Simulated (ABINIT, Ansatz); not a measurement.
# CsSnH3 (Pm-3m): zone-centre phonons

Wanted: the vibrations of CsSnH3 (Pm-3m) at Γ, by two programs.

Program: ABINIT 10.8.3. Level of theory: DFT LDA, scalar-relativistic, plane waves, PseudoDojo norm-conserving pseudopotentials. Results are calculated unless marked as measured.

The structure was built from a prototype and need not be the compound's stable phase.

## Step 1: The starting structure

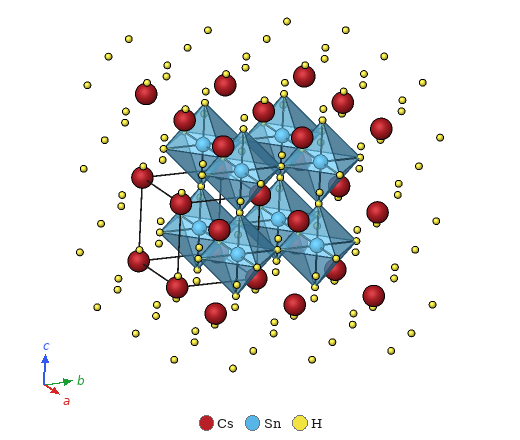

Start, viewed slightly off an axis; caesium red, tin blue, hydrogen yellow. 2×2×2 cells are drawn. Some periodic images of atoms are drawn too.

## Step 2: Relaxing the cell and atoms

The harmonic expansion needs vanishing forces, and a free crystal bears no stress, so cell and atoms are brought to rest. Stress is more sensitive to the basis than forces are: the last 3 Ha under the cutoff are smoothed with ecutsm, and the cutoff is raised above that of the later runs.

The starting cell comes from a relaxation made beforehand in Ansatz (LDA, PseudoDojo NC).

File relax.abi:

```
# relaxation
ionmov 2
optcell 2
dilatmx 1.08
ntime 40
tolmxf 1.0d-05
tolvrs 1.0d-14
prtwf 0
prtden 0
chksymtnons 0

# basis, mesh and filling
ecut 40.0
ecutsm 3.0
ngkpt 6 6 6
nshiftk 1
shiftk 0.0 0.0 0.0
istwfk *1
occopt 6
tsmear 0.01
nband 20
nstep 100
diemac 1000000.0
prtebands 0
prtgsr 0

# cell and atoms
acell 8.214791143 8.214791143 8.214791143
rprim 
    1.0 0.0 0.0
    0.0 1.0 0.0
    0.0 0.0 1.0
ntypat 3
znucl 55 50 1
natom 5
typat 1 2 3 3 3
xred 
    0.0 0.0 0.0
    0.5 0.5 0.5
    0.5 0.5 0.0
    0.5 0.0 0.5
    0.0 0.5 0.5
pp_dirpath "./pseudo"
pseudos "Cs.upf, Sn.upf, H.upf"
```

The run is started by

```console
$ OMP_NUM_THREADS=1 mpirun -n 4 abinit relax.abi > relax.log
```

Numbers of over 12 decimals in the logs are rounded to 6 here.

relax.abo, the main output file:

```text
[banners, grids, parts of the stress and lines that vanish by symmetry left out]
- input  file    -> relax.abi
- output file    -> relax.abo
- root for input  files -> relaxi
[...]
Symmetries : space group Pm -3 m (#221); Bravais cP (primitive cubic)
[...]
mpw =        8490          nfft =      157464          nkpt =          20
[...]
== DATASET  1 ==================================================================
[...]
cutoff_energies: {ecut:  40.0, pawecutdg:  -1.0, }
[...]
ETOT  1  -103.51839236838    -1.035E+02 2.260E-01 2.050E+02
 ETOT  2  -103.73552338662    -2.171E-01 7.047E-03 2.717E+01
 ETOT  3  -103.73717099372    -1.648E-03 1.832E-03 3.972E+00
 ETOT  4  -103.73732475563    -1.538E-04 1.639E-03 3.272E-02
 ETOT  5  -103.73732931487    -4.559E-06 8.110E-04 2.872E-03
[...]
At SCF step   17       vres2   =  2.75E-16 < tolvrs=  1.00E-14 =>converged.
[...]
sigma(1 1)= -2.78373449E-07  sigma(3 2)=  0.00000000E+00
  sigma(2 2)= -2.78373449E-07  sigma(3 1)=  0.00000000E+00
  sigma(3 3)= -2.78373449E-07  sigma(2 1)=  0.00000000E+00
[...]
convergence: {deltae:  2.416E-12, res2:  2.752E-16, residm:  7.104E-06, diffor: null, }
etotal    :  -1.03737330E+02
[...]
ETOT  1  -103.73732971153    -1.037E+02 4.066E-06 1.668E-04
[...]
At SCF step    8       vres2   =  6.28E-15 < tolvrs=  1.00E-14 =>converged.
[...]
sigma(1 1)= -2.50409342E-07  sigma(3 2)=  0.00000000E+00
  sigma(2 2)= -2.50409342E-07  sigma(3 1)=  0.00000000E+00
  sigma(3 3)= -2.50409342E-07  sigma(2 1)=  0.00000000E+00
[...]
convergence: {deltae:  9.123E-12, res2:  6.281E-15, residm:  7.787E-07, diffor: null, }
etotal    :  -1.03737330E+02
[...]
ETOT  1  -103.73732893801    -1.037E+02 9.512E-07 1.338E-02
[...]
ETOT  9  -103.73732973707    -9.550E-12 1.906E-06 2.737E-14
 ETOT 10  -103.73732973706     8.328E-12 1.169E-06 3.578E-16
 At SCF step   10       vres2   =  3.58E-16 < tolvrs=  1.00E-14 =>converged.
[...]
sigma(1 1)= -2.71256741E-11  sigma(3 2)=  0.00000000E+00
  sigma(2 2)= -2.71256732E-11  sigma(3 1)=  0.00000000E+00
  sigma(3 3)= -2.71256715E-11  sigma(2 1)=  0.00000000E+00
[...]
convergence: {deltae:  8.328E-12, res2:  3.578E-16, residm:  1.169E-06, diffor: null, }
etotal    :  -1.03737330E+02
[...]
At Broyd/MD step   3, gradients are converged :
[...]
sigma(1 1)= -2.71256741E-11  sigma(3 2)=  0.00000000E+00
  sigma(2 2)= -2.71256732E-11  sigma(3 1)=  0.00000000E+00
  sigma(3 3)= -2.71256715E-11  sigma(2 1)=  0.00000000E+00
[...]
- sigma(1 1)= -7.98064885E-07  sigma(3 2)=  0.00000000E+00
- sigma(2 2)= -7.98064860E-07  sigma(3 1)=  0.00000000E+00
- sigma(3 3)= -7.98064809E-07  sigma(2 1)=  0.00000000E+00
[...]
fcart     -0.0000000000E+00 -0.0000000000E+00 -0.0000000000E+00
           strten     -2.7125674103E-11 -2.7125673235E-11 -2.7125671501E-11
================================================================================

[key lines of the parts left out:]
pressure_GPa:   7.9806E-07
Total energy (etotal) [Ha]= -1.03737329737064E+02
```

The job ended after 97 s (4 MPI ranks of Arm Neoverse V2, shared host).

Little changed from the start: no atom moved by 0.005 Å and no cell edge by 0.1 %.

This step gave:

```yaml
volume_per_atom: 16.43 Å³
pressure: 7.98e-7 GPa
gap_on_the_k_mesh: 0 eV
```

## Step 3: Self-consistent run for the response

The response is built on these wavefunctions, so the potential is converged far more tightly than an energy would need. Occupations are smeared.

File gs.abi:

```
# ground state
tolvrs 1.0d-16
prtden 1
prtwf 1

# basis, mesh and filling
ecut 32.0
ngkpt 6 6 6
nshiftk 1
shiftk 0.0 0.0 0.0
istwfk *1
occopt 6
tsmear 0.01
nband 20
nstep 100
diemac 1000000.0
prtebands 0
prtgsr 0

# cell and atoms
acell 8.21547422 8.21547422 8.21547422
rprim 
    1.0 0.0 0.0
    0.0 1.0 0.0
    0.0 0.0 1.0
ntypat 3
znucl 55 50 1
natom 5
typat 1 2 3 3 3
xred 
    0.0 0.0 0.0
    0.5 0.5 0.5
    0.5 0.5 0.0
    0.5 0.0 0.5
    0.0 0.5 0.5
pp_dirpath "./pseudo"
pseudos "Cs.upf, Sn.upf, H.upf"
```

The run is started by

```console
$ OMP_NUM_THREADS=1 mpirun -n 4 abinit gs.abi > gs.log
```

gs.abo, the main output file:

```text
[banners, grids, parts of the stress and lines that vanish by symmetry left out]
- input  file    -> gs.abi
- output file    -> gs.abo
- root for input  files -> gsi
[...]
Symmetries : space group Pm -3 m (#221); Bravais cP (primitive cubic)
[...]
mpw =        4836          nfft =       91125          nkpt =          20
[...]
== DATASET  1 ==================================================================
[...]
cutoff_energies: {ecut:  32.0, pawecutdg:  -1.0, }
[...]
ETOT  1  -103.57738685045    -1.036E+02 2.882E-01 1.258E+02
 ETOT  2  -103.73536376861    -1.580E-01 2.785E-03 1.263E+01
 ETOT  3  -103.73663075628    -1.267E-03 1.662E-03 1.863E+00
 ETOT  4  -103.73675863821    -1.279E-04 7.652E-04 1.033E-02
 ETOT  5  -103.73676168910    -3.051E-06 5.605E-04 8.319E-04
[...]
ETOT 16  -103.73676193601    -2.700E-13 2.476E-05 2.510E-15
 ETOT 17  -103.73676193601     8.527E-13 4.033E-06 2.144E-17
 At SCF step   17       vres2   =  2.14E-17 < tolvrs=  1.00E-16 =>converged.
[...]
sigma(1 1)=  1.68236377E-05  sigma(3 2)=  0.00000000E+00
  sigma(2 2)=  1.68236377E-05  sigma(3 1)=  0.00000000E+00
  sigma(3 3)=  1.68236377E-05  sigma(2 1)=  0.00000000E+00
[...]
convergence: {deltae:  8.527E-13, res2:  2.144E-17, residm:  4.033E-06, diffor: null, }
etotal    :  -1.03736762E+02
[...]
sigma(1 1)=  1.68236377E-05  sigma(3 2)=  0.00000000E+00
  sigma(2 2)=  1.68236377E-05  sigma(3 1)=  0.00000000E+00
  sigma(3 3)=  1.68236377E-05  sigma(2 1)=  0.00000000E+00
[...]
- sigma(1 1)=  4.94968509E-01  sigma(3 2)=  0.00000000E+00
- sigma(2 2)=  4.94968509E-01  sigma(3 1)=  0.00000000E+00
- sigma(3 3)=  4.94968509E-01  sigma(2 1)=  0.00000000E+00
[...]
fcart     -0.0000000000E+00 -0.0000000000E+00 -0.0000000000E+00
           strten      1.6823637666E-05  1.6823637666E-05  1.6823637666E-05
================================================================================

[key lines of the parts left out:]
pressure_GPa:  -4.9497E-01
```

Wall time 29 s (4 MPI ranks); 1.9 min of CPU time.

Read from the output:

```
pressure : -0.4950 GPa
```

The cell stands at -0.49 GPa: the relaxation ran with a smoothed and higher cutoff, and the difference is a stress of the finite basis.

(Continued in part 2 of 5.)

[Host names and launcher messages were left out of these logs when they were recorded.]

[Logs are printed without paths, hosts, clocks, repeated set-up lines and the standing remarks that a program may print on its own settings, such as how far it seeks lower states.]

[Hosts, paths, dates, database ids (printed as entryN), source tags and the programs' standing remarks are cut or masked in the printed files.]
